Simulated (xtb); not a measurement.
CH6BISi: frequency calculation

System: CH6BISi.
Method: GFN0-xTB (xtb 6.7.1).

The geometry was optimised with GFN0-xTB.

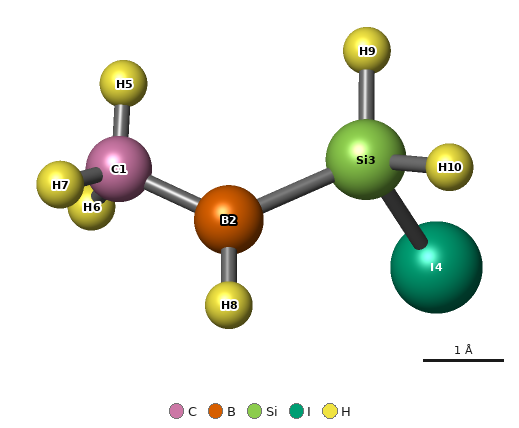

Fig. 1: The structure (ball-and-stick view, seen at a tilt; atoms are numbered from 1 in the order of the input). Bond lengths as drawn: B–C 1.56 Å, B–H 1.19 Å, B–Si 1.95 Å, C–H 1.09 Å, H–Si 1.45 Å and I–Si 2.54 Å.

The input (mol.xyz)
```
10
start
C     -1.44888700     0.71322000    -0.05186300
B     -0.48067000    -0.50151100     0.13159600
Si     1.45825600    -0.35189000     0.31282700
I      2.48440100    -1.04084400    -1.90647300
H     -1.03856000     1.64585400     0.32786700
H     -1.61141800     0.82471100    -1.12322400
H     -2.41425700     0.53139100     0.41418400
H     -0.94513900    -1.59667100     0.05895500
H      2.00412200     0.96882400     0.56448300
H      2.07525300    -1.24428600     1.27464900
```

File detailed.inp
```
$chrg 0
$spin 0
$end
```

Run as:
```bash
xtb --input detailed.inp --gfn 0 --dipole --hess --parallel 1 -- mol.xyz | tee mol.out
```

Log
```
* xtb version 6.7.1
   ID    Z sym.   atoms
    1    6 C      1
    2    5 B      2
    3   14 Si     3
    4   53 I      4
    5    1 H      5-10

           -------------------------------------------------
          |                Calculation Setup                |
           -------------------------------------------------

          program call               : xtb --input detailed.inp --gfn 0 --dipole --hess --parallel 1 -- mol.xyz
          coordinate file            : mol.xyz
          omp threads                :                     1

           -------------------------------------------------
          |                 G F N 0 - x T B                 |
           -------------------------------------------------

      * Hamiltonian:
        H0-scaling (s, p, d)           2.000000    2.486800    2.270000
        zeta-weighting                 1.000000
      * Dispersion:
        s8                             2.850000
        a1                             0.800000
        a2                             4.600000
        s9                             0.000000
      * Repulsion:
        kExp                           1.500000
        rExp                           1.000000
      * Coulomb:
        alpha                          0.000000
        third order                    atomic
        anisotropic                    false
      * Polar bond correction:
        rad-shift                      0.053700
        strength                      -0.012900
        en-exp                         3.484700
        en-scale                       0.509700

          ...................................................
          :                      SETUP                      :
          :.................................................:
          :  # basis functions                  40          :
          :  # atomic orbitals                  38          :
          :  # shells                           22          :
          :  # electrons                        24          :
          :  electronic temp.          300.0000000     K    :
          :  accuracy                    1.0000000          :
          :  -> integral cutoff          0.2500000E+02      :
          :  -> integral neglect         0.1000000E-07      :
          ...................................................
  Checking positiv definite overlap ...  done.

         #    Occupation            Energy/Eh            Energy/eV
      -------------------------------------------------------------
         1        2.0000           -0.6580067             -17.9053
       ...           ...                  ...                  ...
         6        2.0000           -0.5094098             -13.8617
         7        2.0000           -0.4753646             -12.9353
         8        2.0000           -0.4607819             -12.5385
         9        2.0000           -0.4454898             -12.1224
        10        2.0000           -0.4319398             -11.7537
        11        2.0000           -0.4309587             -11.7270
        12        2.0000           -0.3866343             -10.5209 (HOMO)
        13                         -0.2889561              -7.8629 (LUMO)
        14                         -0.2422943              -6.5932
        15                         -0.2197167              -5.9788
        16                         -0.1914676              -5.2101
        17                         -0.1527028              -4.1553
       ...                                ...                  ...
        38                          0.9992145              27.1900
      -------------------------------------------------------------
                  HL-Gap            0.0976782 Eh            2.6580 eV
             Fermi-level            0.0000000 Eh            0.0000 eV

 EHT (total)                   0 d,  0 h,  0 min,  0.003 sec
 EHT setup                      ...        0 min,  0.000 sec (  7.181%)
 Coordination number            ...        0 min,  0.000 sec (  0.885%)
 EEQ model density              ...        0 min,  0.000 sec (  1.017%)
 D4 Dispersion                  ...        0 min,  0.000 sec (  3.709%)
 Integral evaluation            ...        0 min,  0.001 sec ( 24.194%)
 Cholesky factorization         ...        0 min,  0.000 sec (  1.923%)
 Zeroth order Hamiltonian       ...        0 min,  0.000 sec ( 13.764%)
 Gradient calculation           ...        0 min,  0.001 sec ( 43.731%)

         :::::::::::::::::::::::::::::::::::::::::::::::::::::
         ::                     SUMMARY                     ::
         :::::::::::::::::::::::::::::::::::::::::::::::::::::
         :: total energy             -12.109946394694 Eh    ::
         :: gradient norm              0.000186627153 Eh/a0 ::
         :: HOMO-LUMO gap              2.657958947892 eV    ::
         ::.................................................::
         :: H0 energy                -12.170836370753 Eh    ::
         :: repulsion energy           0.132995084035 Eh    ::
         :: electrostat energy        -0.057142051640 Eh    ::
         :: -> Gsolv                   0.000000000000 Eh    ::
         ::    -> Gsasa                0.000000000000 Eh    ::
         ::    -> Gshift               0.000000000000 Eh    ::
         :: dispersion energy         -0.002433980103 Eh    ::
         :: short-range corr.         -0.012529076232 Eh    ::
         :: add. restraining           0.000000000000 Eh    ::
         :: total charge              -0.000000000000 e     ::
         :::::::::::::::::::::::::::::::::::::::::::::::::::::

           -------------------------------------------------
          |                Numerical Hessian                |
           -------------------------------------------------
step length          :   0.00500
SCC accuracy         :   0.30000
Hessian scale factor :   1.00000
frozen atoms in %    :   0.00000    0
RMS gradient         :   0.00019
estimated CPU  time      0.00 min

writing file <hessian>, containing the non-mass-weighted Hessian matrix in atomic units (Eₕ/Bohr²).

 projected vibrational frequencies (cm⁻¹)
eigval :       -0.00    -0.00    -0.00    -0.00     0.00     0.00
eigval :       28.70    43.37   103.37   185.26   296.53   380.49
eigval :      484.03   531.41   594.20   614.30   727.69   796.72
eigval :      824.98  1003.06  1109.63  1338.35  1436.24  1451.07
eigval :     2051.99  2112.18  2225.59  3078.65  3111.91  3120.38
           -------------------------------------------------
          |                Property Printout                |
           -------------------------------------------------

    * Orbital Energies and Occupations

         #    Occupation            Energy/Eh            Energy/eV
      -------------------------------------------------------------
         1        2.0000           -0.6580067             -17.9053
         2        2.0000           -0.6209318             -16.8964
         3        2.0000           -0.6027618             -16.4020
         4        2.0000           -0.5346533             -14.5487
         5        2.0000           -0.5284856             -14.3808
         6        2.0000           -0.5094098             -13.8617
         7        2.0000           -0.4753646             -12.9353
         8        2.0000           -0.4607819             -12.5385
         9        2.0000           -0.4454898             -12.1224
        10        2.0000           -0.4319398             -11.7537
        11        2.0000           -0.4309587             -11.7270
        12        2.0000           -0.3866343             -10.5209 (HOMO)
        13                         -0.2889561              -7.8629 (LUMO)
        14                         -0.2422943              -6.5932
        15                         -0.2197167              -5.9788
        16                         -0.1914676              -5.2101
        17                         -0.1527028              -4.1553
        18                         -0.1132514              -3.0817
        19                         -0.1082098              -2.9445
        20                         -0.1024905              -2.7889
        21                         -0.0907061              -2.4682
        22                         -0.0817375              -2.2242
        23                         -0.0759889              -2.0678
       ...                                ...                  ...
        38                          0.9992145              27.1900
      -------------------------------------------------------------
                  HL-Gap            0.0976782 Eh            2.6580 eV
             Fermi-level            0.0000000 Eh            0.0000 eV

     #   Z          covCN         q      C6AA      α(0)
     1   6          3.675    -0.363    31.868     8.180
     2   5          2.771    -0.156    41.573    10.515
     3  14          3.639     0.467   138.888    21.814
     4  53          0.856    -0.202   385.365    33.910
     5   1          0.925     0.119     1.625     1.993
     6   1          0.925     0.128     1.550     1.947
     7   1          0.925     0.126     1.563     1.955
     8   1          0.931     0.074     2.040     2.233
     9   1          0.921    -0.095     5.394     3.632
    10   1          0.922    -0.097     5.464     3.656

 Mol. C6AA /au·bohr⁶  :       2831.935868
 Mol. C8AA /au·bohr⁸  :     153811.866284
 Mol. α(0) /au        :         89.834828

Wiberg/Mayer (AO) data.
largest (>0.10) Wiberg bond orders for each atom

 ---------------------------------------------------------------------------
     #   Z sym  total        # sym  WBO       # sym  WBO       # sym  WBO
 ---------------------------------------------------------------------------
     1   6      3.890 --     5      0.976     7      0.974     6      0.960
                             2      0.953
     2   5      2.849 --     1      0.953     3      0.940     8      0.845
     3  14      3.828 --     4      1.055     2      0.940    10      0.871
                             9      0.869
     4  53      1.173 --     3      1.055
     5   1      0.988 --     1      0.976
     6   1      0.984 --     1      0.960
     7   1      0.986 --     1      0.974
     8   1      0.896 --     2      0.845
     9   1      0.922 --     3      0.869
    10   1      0.924 --     3      0.871
 ---------------------------------------------------------------------------

Topologies differ in total number of bonds
Writing topology from bond orders to xtbtopo.mol

 dipole moment from electron density (au)
     X       Y       Z
  -1.4700   0.5010   1.2561  total (Debye):    5.077

           -------------------------------------------------
          |               Frequency Printout                |
           -------------------------------------------------
 projected vibrational frequencies (cm⁻¹)
eigval :       -0.00    -0.00    -0.00    -0.00     0.00     0.00
eigval :       28.70    43.37   103.37   185.26   296.53   380.49
eigval :      484.03   531.41   594.20   614.30   727.69   796.72
eigval :      824.98  1003.06  1109.63  1338.35  1436.24  1451.07
eigval :     2051.99  2112.18  2225.59  3078.65  3111.91  3120.38
 reduced masses (amu)
    1:     13.32    2:      4.10    3:      8.73    4:     58.06    5:      4.80    6:      5.25
    7:      2.83    8:      1.08    9:      2.67   10:      2.16   11:     10.90   12:      1.45
   13:      1.25   14:      1.09   15:      1.62   16:      1.52   17:      1.46   18:      1.13
   19:      1.06   20:      1.38   21:      2.61   22:      1.55   23:      1.06   24:      1.08
   25:      1.05   26:      1.03   27:      1.08   28:      1.03   29:      1.09   30:      1.10
 IR intensities (km·mol⁻¹)
    1:      0.05    2:      0.28    3:      0.01    4:      0.12    5:      0.08    6:      0.37
    7:      0.15    8:      0.49    9:      0.16   10:      0.16   11:      1.65   12:      3.94
   13:      9.02   14:      1.42   15:      3.11   16:     12.83   17:      1.62   18:      7.53
   19:      5.26   20:      0.26   21:      1.56   22:      4.21   23:      4.25   24:      5.61
Molecule has no symmetry elements
It seems to be the C1 point group
   25:     13.18   26:     30.77   27:      0.39   28:      0.41   29:      0.29   30:      0.07
 Raman intensities (Ä⁴*amu⁻¹)
    1:      0.00    2:      0.00    3:      0.00    4:      0.00    5:      0.00    6:      0.00
    7:      0.00    8:      0.00    9:      0.00   10:      0.00   11:      0.00   12:      0.00
   13:      0.00   14:      0.00   15:      0.00   16:      0.00   17:      0.00   18:      0.00
   19:      0.00   20:      0.00   21:      0.00   22:      0.00   23:      0.00   24:      0.00
   25:      0.00   26:      0.00   27:      0.00   28:      0.00   29:      0.00   30:      0.00
 output can be read by thermo (or use thermo option).
 writing <g98.out> molden fake output.
 recommended (thermochemical) frequency scaling factor: 1.0
           -------------------------------------------------
          |             Thermodynamic Functions             |
           -------------------------------------------------

c1  symmetry found (for desy threshold:  0.10E+00) used in thermo

          ...................................................
          :                      SETUP                      :
          :.................................................:
          :  # frequencies                          24      :
          :  # imaginary freq.                       0      :
          :  linear?                             false      :
          :  only rotor calc.                    false      :
          :  symmetry                               c1      :
          :  rotational number                       1      :
          :  scaling factor                  1.0000000      :
          :  rotor cutoff                   50.0000000 cm⁻¹ :
          :  imag. cutoff                  -20.0000000 cm⁻¹ :
          :.................................................:

    mode    ω/cm⁻¹     T·S(HO)/kcal·mol⁻¹    T·S(FR)/kcal·mol⁻¹   T·S(vib)
   ------------------------------------------------------------------------
       1     28.70    -1.76425 (  9.79%)    -1.22051 ( 90.21%)    -1.27375
       2     43.37    -1.52024 ( 36.15%)    -1.09837 ( 63.85%)    -1.25085
       3    103.37    -1.01064 ( 94.81%)    -0.84125 (  5.19%)    -1.00185
       4    185.26    -0.67823 ( 99.47%)    -0.66848 (  0.53%)    -0.67817
       5    296.53    -0.42826 ( 99.92%)    -0.52915 (  0.08%)    -0.42834
   ------------------------------------------------------------------------

   temp. (K)  partition function   enthalpy   heat capacity  entropy
                                   cal/mol     cal/K/mol   cal/K/mol   J/K/mol
 298.15  VIB   403.                 3065.193     16.921     19.626
         ROT  0.314E+06              888.727      2.981     28.134
         INT  0.127E+09             3953.920     19.902     47.760
         TR   0.763E+26             1481.212      4.968     41.533
         TOT                        5435.1327    24.8698    89.2935   373.6040

       T/K    H(0)-H(T)+PV         H(T)/Eh          T*S/Eh         G(T)/Eh
   ------------------------------------------------------------------------
    298.15    0.866144E-02    0.716530E-01    0.424262E-01    0.292268E-01
   ------------------------------------------------------------------------

         :::::::::::::::::::::::::::::::::::::::::::::::::::::
         ::                  THERMODYNAMIC                  ::
         :::::::::::::::::::::::::::::::::::::::::::::::::::::
         :: total free energy         -12.080719602758 Eh   ::
         ::.................................................::
         :: total energy              -12.109946394694 Eh   ::
         :: zero point energy           0.062991576766 Eh   ::
         :: G(RRHO) w/o ZPVE           -0.033764784830 Eh   ::
         :: G(RRHO) contrib.            0.029226791936 Eh   ::
         :::::::::::::::::::::::::::::::::::::::::::::::::::::

           -------------------------------------------------
          | TOTAL ENERGY              -12.109946394694 Eh   |
          | TOTAL ENTHALPY            -12.038293382682 Eh   |
          | TOTAL FREE ENERGY         -12.080719602758 Eh   |
          | GRADIENT NORM               0.000186627153 Eh/α |
          | HOMO-LUMO GAP               2.657958947892 eV   |
           -------------------------------------------------

------------------------------------------------------------------------
------------------------------------------------------------------------
 total:
 *  cpu-time:     0 d,  0 h,  0 min,  0.139 sec
 * ratio c/w:     0.932 speedup
 SCF:
 *  cpu-time:     0 d,  0 h,  0 min,  0.003 sec
 * ratio c/w:     1.000 speedup
 analytical hessian:
 *  cpu-time:     0 d,  0 h,  0 min,  0.127 sec
 * ratio c/w:     0.926 speedup
```

File vibspectrum
```
$vibrational spectrum
#  mode     symmetry     wave number   IR intensity    selection rules
#                         cm**(-1)      (km*mol⁻¹)        IR
     1                      -0.00         0.00000          -
     2                      -0.00         0.00000          -
     3                      -0.00         0.00000          -
     4                      -0.00         0.00000          -
     5                       0.00         0.00000          -
     6                       0.00         0.00000          -
     7        a             28.70         0.14505         YES
     8        a             43.37         0.48695         YES
     9        a            103.37         0.16056         YES
    10        a            185.26         0.16199         YES
    11        a            296.53         1.64823         YES
    12        a            380.49         3.93765         YES
    13        a            484.03         9.02399         YES
    14        a            531.41         1.42460         YES
    15        a            594.20         3.10713         YES
    16        a            614.30        12.82553         YES
    17        a            727.69         1.61861         YES
    18        a            796.72         7.52580         YES
    19        a            824.98         5.26079         YES
    20        a           1003.06         0.25613         YES
    21        a           1109.63         1.56213         YES
    22        a           1338.35         4.20867         YES
    23        a           1436.24         4.25494         YES
    24        a           1451.07         5.61056         YES
    25        a           2051.99        13.18168         YES
    26        a           2112.18        30.76897         YES
    27        a           2225.59         0.39439         YES
    28        a           3078.65         0.40547         YES
    29        a           3111.91         0.28707         YES
    30        a           3120.38         0.07219         YES
$end
```

Standard error
```
normal termination of xtb
```

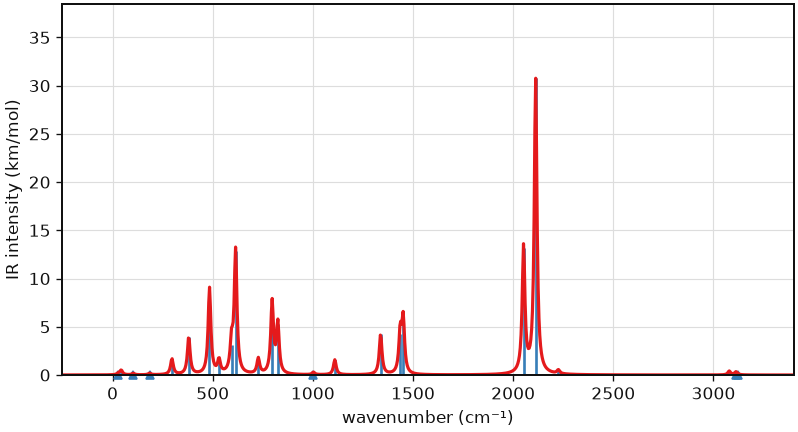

Fig. 2: Harmonic infrared spectrum, unscaled: sticks (degenerate modes added up, dark ones marked on the axis) with a Lorentzian envelope of 16 cm⁻¹ full width, scaled to the tallest stick. 24 modes from 29 to 3120 cm⁻¹, none imaginary. The strongest line is at 2112 cm⁻¹ (31 km/mol).

Key numbers

- outcome: converged
- electrons treated: 24
- total energy: −12.109946 hartree
- dispersion energy: −0.002434 hartree
- basis functions: 40
- HOMO: −10.52 eV
- LUMO: −7.86 eV
- zero-point energy: 0.062992 hartree
- dipole moment: 5.08 D
- wavenumbers, lowest and highest: 29 and 3120 cm⁻¹
- hardware: 1 thread of Arm Neoverse V1, 24 GiB of memory available, shared host
- peak memory: 0.075 GiB
